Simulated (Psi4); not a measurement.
MgHOCl, SMILES [OH][Mg][Cl], singlet, geometry in Å:

```xyz
4

O     -0.3945     1.1569    -0.4930
Mg     0.2089    -0.3890     0.0722
Cl     1.0089    -2.3126     0.7038
H     -0.8717     1.9731    -0.5477
```

Unscaled harmonic wavenumbers and double-harmonic intensities, PBE0/def2-TZVP (dispersion D4) in Psi4 1.11, at a geometry relaxed at this level, isolated molecule. Modes within 2 cm⁻¹ of each other count as one line, with their intensities summed. Lorentzian lines of 24 cm⁻¹ full width. Close modes add up in the curve.

### Which lines are the most intense, and is the structure a minimum?

The most intense lines lie at 119.7 cm⁻¹ (184.2 km/mol), 845.2 cm⁻¹ (164.2 km/mol) and 4080.0 cm⁻¹ (114.1 km/mol). It has no imaginary mode, so it is a minimum.

| cm⁻¹ | km/mol |
| --- | --- |
| 119.7 | 184.2 |
| 140.7 (×2) | 21.8 |
| 410.9 | 14.8 |
| 845.2 | 164.2 |
| 4080.0 | 114.1 |

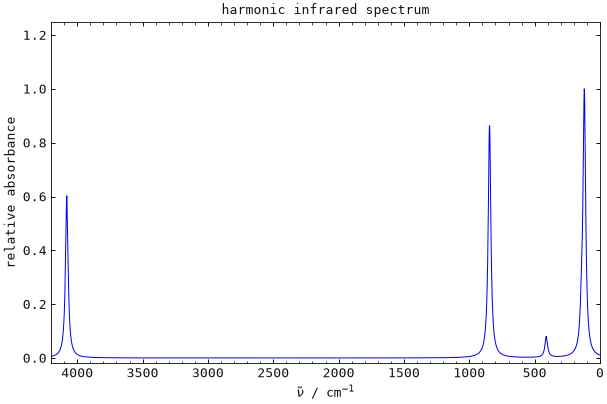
